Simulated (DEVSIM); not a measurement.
System: abrupt GaP n-p junction, at 300 K.

```csv
layer (left to right),material,thickness (μm),Nd (cm⁻³),Na (cm⁻³),τn (s),τp (s)
1,GaP,0.520,1.8e15,-,1.3e-7,1.3e-7
2,GaP,0.930,-,1.9e16,1.3e-7,1.3e-7
```

Left contact: ohmic. Right contact: ohmic. Voltage is applied to the left contact. Recombination: SRH at mid-gap, Auger. Mobility is constant in doping.

Constants are typed, rounded textbook-type inputs, not results; the design itself was drawn at random and stands for no fabricated device. Values at 300 K.

```
parameter         GaP
-------------  ------
gap (eV)         2.26
affinity (eV)     3.8
permittivity     11.1
Nc (cm⁻³)      1.8e19
Nv (cm⁻³)      1.9e19
μn (cm²/Vs)       250
μp (cm²/Vs)       150
Cn (cm⁶/s)      1e-30
Cp (cm⁶/s)      1e-30
```

DEVSIM, 1D drift-diffusion, Boltzmann statistics, complete ionisation; no tunnelling, impact ionisation, image-force lowering or self-heating.

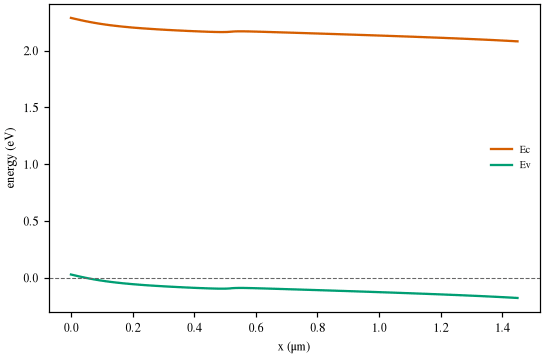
*Band edges at -2.05 V on the left contact*

Energies count from the Fermi level of the right contact; mesh points crowd at the junctions.

| x (μm) | Ec (eV) | Ev (eV) | n (cm⁻³) | p (cm⁻³) | field (V/cm) |
|---|---|---|---|---|---|
| 0.000 | 2.288 | 0.028 | 1.8e15 | < 1e2 | -6400 |
| 0.01483 | 2.279 | 0.019 | 2.0e15 | 1.1e15 | -6300 |
| 0.04036 | 2.263 | 0.003 | 2.5e15 | 2.2e15 | -5700 |
| 0.07772 | 2.244 | -0.016 | 3.4e15 | 3.3e15 | -4700 |
| 0.1689 | 2.211 | -0.049 | 6.5e15 | 5.6e15 | -2700 |
| 0.2704 | 2.189 | -0.071 | 9.9e15 | 8.5e15 | -1700 |
| 0.3693 | 2.175 | -0.086 | 1.3e16 | 1.1e16 | -1300 |
| 0.4520 | 2.165 | -0.095 | 1.5e16 | 1.4e16 | -870 |
| 0.4859 | 2.163 | -0.097 | 1.5e16 | 1.6e16 | -170 |
| 0.5076 | 2.164 | -0.096 | 1.4e16 | 1.8e16 | 1200 |
| 0.5220 | 2.167 | -0.093 | 1.2e16 | 2.2e16 | 2400 |
| 0.5455 | 2.170 | -0.090 | 1.0e16 | 2.6e16 | 220 |
| 0.5787 | 2.169 | -0.091 | 9.5e15 | 2.8e16 | -610 |
| 0.6284 | 2.165 | -0.095 | 9.1e15 | 2.8e16 | -810 |
| 0.7430 | 2.155 | -0.105 | 8.6e15 | 2.8e16 | -850 |
| 0.9052 | 2.141 | -0.119 | 7.7e15 | 2.7e16 | -890 |
| 1.101 | 2.123 | -0.137 | 6.1e15 | 2.5e16 | -990 |
| 1.240 | 2.108 | -0.151 | 4.4e15 | 2.3e16 | -1100 |
| 1.353 | 2.095 | -0.165 | 2.5e15 | 2.1e16 | -1300 |
| 1.399 | 2.089 | -0.171 | 1.5e15 | 2.0e16 | -1400 |
| 1.429 | 2.085 | -0.175 | 6.6e14 | 2.0e16 | -1500 |
| 1.450 | 2.081 | -0.179 | < 1e2 | 1.9e16 | -1500 |
